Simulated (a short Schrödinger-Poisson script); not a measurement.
System: MOS inversion layer, SiO2 on p-type Si(100), at 150 K.

```tsv
layer	material	thickness (nm)	Na (cm⁻³)
1	SiO2	1.5	-
2	Si	1200	1.2e17
```

Constants are typed, rounded textbook-type inputs, not results; the design itself was drawn at random and stands for no fabricated device. SiO2: permittivity 3.9, conduction-band edge (eV) 3.15, gap (eV) 9, electron mass (mₑ) 0.5. Si: permittivity 11.7, conduction-band edge (eV) 0, gap (eV) 1.124, Nv at 300 K (cm⁻³) 3.1e19.

Channel valleys (confinement mass, in-plane density-of-states mass, number): Δ2 0.916, 0.19, 2; Δ4 0.19, 0.417, 4. At the gate the conduction-band edge of layer 1 lies 3.71 eV − eVg above the Fermi level of the channel; the field vanishes at the back. Gaps are held at their typed values at every temperature. Mesh 0.03 nm at interfaces.

From a short Schrödinger-Poisson script (our own, NumPy): 1D Poisson equation in equilibrium, electrons quantum, Hartree (BenDaniel-Duke, 12 states a valley, the channel's in-plane mass for all, wave functions ending at the dielectric), parabolic valleys, classical holes, full ionisation, no traps, pinning or gate leakage.

Only gate voltages with over 1e8 electrons/cm² are shown.

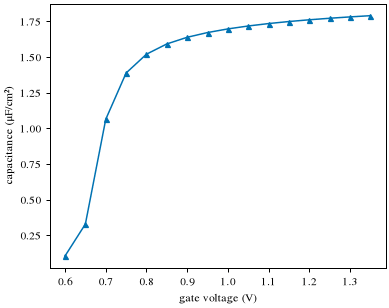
Quasi-static capacitance against gate voltage

```tsv
Vg (V)	electrons (cm⁻²)	C (μF/cm²)	Δ2 E0 (meV)	Δ2 E1 (meV)	Δ4 E0 (meV)	Δ4 E1 (meV)
0.6	7.67e8	0.104	104.9	147.6	144.3	215.3
0.65	2.45e10	0.328	59.9	103.4	100.1	172.3
0.7	2.26e11	1.06	30.4	75.4	72.1	145.4
0.75	6.10e11	1.39	16.4	63.4	60.3	134.6
0.8	1.06e12	1.52	7.7	56.9	54.0	129.1
0.85	1.55e12	1.59	1.3	52.6	50.0	125.8
0.9	2.05e12	1.64	-4.0	49.4	46.9	123.4
0.95	2.57e12	1.67	-8.7	46.8	44.5	121.6
1	3.09e12	1.70	-12.9	44.6	42.5	120.1
1.05	3.62e12	1.72	-16.8	42.6	40.7	118.8
1.1	4.16e12	1.73	-20.6	40.8	39.1	117.7
1.15	4.71e12	1.75	-24.1	39.2	37.6	116.7
1.2	5.25e12	1.76	-27.6	37.7	36.2	115.8
1.25	5.80e12	1.77	-30.9	36.3	34.8	115.0
1.3	6.36e12	1.78	-34.2	34.9	33.6	114.3
1.35	6.91e12	1.79	-37.4	33.6	32.4	113.5
```

Subbands count from the Fermi level.
